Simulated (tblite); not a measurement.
**Run report: C3H13BN2Si, geometry relaxation (part 3 of 3)**

The same run, continued: C3H13BN2Si; GFN2-xTB geometry optimisation, gas phase (tblite 0.8.0). It belongs to a series of runs on one base structure; here: H on B replaced by nPr.

Geometry of the input (Å):
```
C  -3.4241  0.5124  -0.5112
C  -1.9055  0.6174  -0.5337
C  -1.4076  -0.6962  0.0453
B  0.1431  -0.8309  0.1242
N  1.1415  0.2391  -0.2665
Si 2.7790  -0.3628  0.1187
N  4.0474  0.8824  -0.1386
H  -3.8871  0.8655  -1.4290
H  -3.6894  -0.5594  -0.3717
H  -3.8722  1.0420  0.3830
H  -1.6983  1.4718  0.1767
H  -1.5182  0.8081  -1.5407
H  -1.7955  -1.4890  -0.6429
H  -1.8412  -0.8170  1.0603
H  0.5628  -1.9529  0.0823
H  0.9700  1.1443  0.2222
H  2.8764  -0.8211  1.5366
H  3.1513  -1.5119  -0.7408
H  4.5625  0.9687  0.7932
H  4.8000  0.5001  -0.7801
```

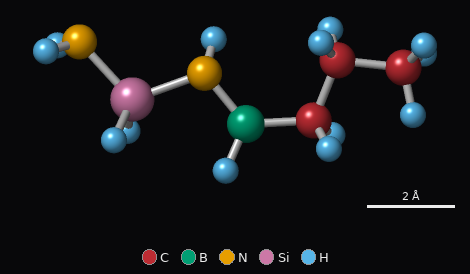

Fig. 1: The structure as given in the input (ball-and-stick view, seen at a tilt).

### Results in brief

```json
{"quantity": "outcome", "value": "converged"}
{"quantity": "total energy", "value": "−596.7802 eV"}
{"quantity": "wall time", "value": "0.95 s"}
{"quantity": "peak memory", "value": "0.18 GiB"}
```
